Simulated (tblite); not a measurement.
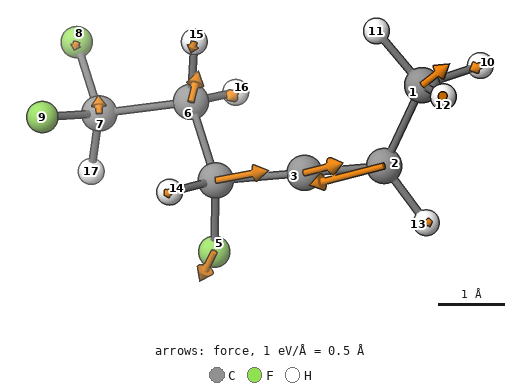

Starting geometry of C6H8F3 (multiplicity 2) with the computed forces as orange arrows. The picture is a ball-and-stick view, seen at a tilt.

Theory: tblite, GFN2-xTB geometry optimisation, gas phase. 

**Is this structure relaxed? If not, where do the atoms go?**

It isn't relaxed: the largest force vector, on a C atom, is 2.68 eV/Å. The final displacements have little in common with the starting forces (cosine between the two patterns 0.04). After 107 geometry steps the energy has fallen by 5.76 kcal/mol. The atom that moves furthest after the best rigid fit is an H atom (0.77 Å). By element the largest moves are H 0.77 Å, C 0.70 Å, F 0.58 Å. Some distances before and after: C–F 1.374 → 1.415 Å, C–C 1.318 → 1.293 Å, C–C 1.511 → 1.531 Å, C–C 1.480 → 1.499 Å. Bond angles that change, for instance: C–C–C 178.9° → 143.2°, C–C–F 106.8° → 110.8°, C–C–H 117.1° → 113.4°. The run took 0.52 s on 1 thread of Arm Neoverse V2, with other jobs on the host.
